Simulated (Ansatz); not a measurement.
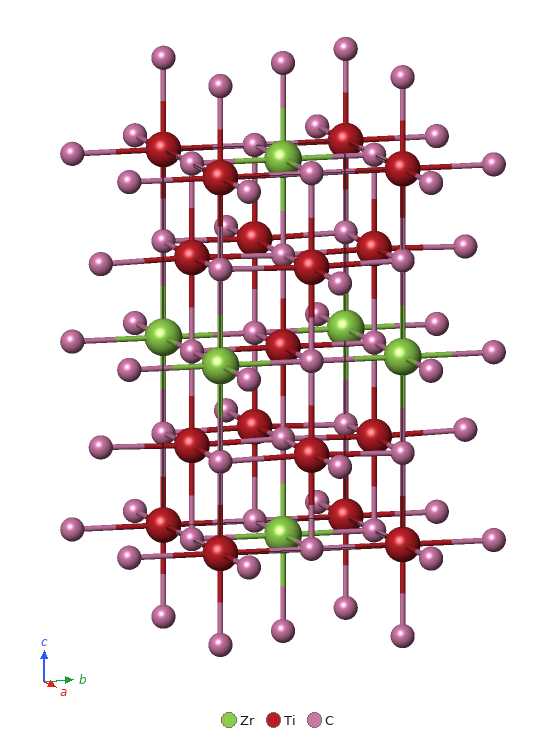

Crystal structure, ball-and-stick style, seen slightly off an axis. One conventional unit cell is framed, with atoms on its boundary repeated. A few atoms beyond the faces are included.

ZrTi$_{3}$C$_{4}$, space group I4/mmm (No. 139), a = 4.449 Å, b = 4.449 Å, c = 8.858 Å, α = 90.00°, β = 90.00°, γ = 90.00°. The structure comes from a structure type filled with these elements by a generator (whether the compound takes this form wasn't checked). Earlier steps of the study, as a rule a relaxation of our own, may have changed the cell and positions, so they can lie some per cent off the listed ones. It went into a calculation with Ansatz.

This one geometry was computed with Ansatz (DFT, plane waves, PAW) at three levels of theory: PBE, PBEsol and r2SCAN.

Which level gives the highest pressure at this volume, and what does that say about its equilibrium volume?

Highest: PBE (0.0 GPa), which points to the largest equilibrium volume. Lowest, with the smallest volume: PBEsol (-6.5 GPa). Levels within 0.5 GPa of each other can't be told apart.

How does the band gap change with the level of theory?

All levels give a metal.

Collect the results in a table.

| level | cutoff (eV) | k-mesh of the run's cell | gap (eV) | pressure (GPa) |
| --- | --- | --- | --- | --- |
| PBE | 420 | 12×12×12 | metal | 0.0 |
| PBEsol | 420 | 12×12×12 | metal | -6.5 |
| r2SCAN | 500 | 12×12×12 | metal | -0.5 |

Gaps are taken on the k-mesh or band path of each run.
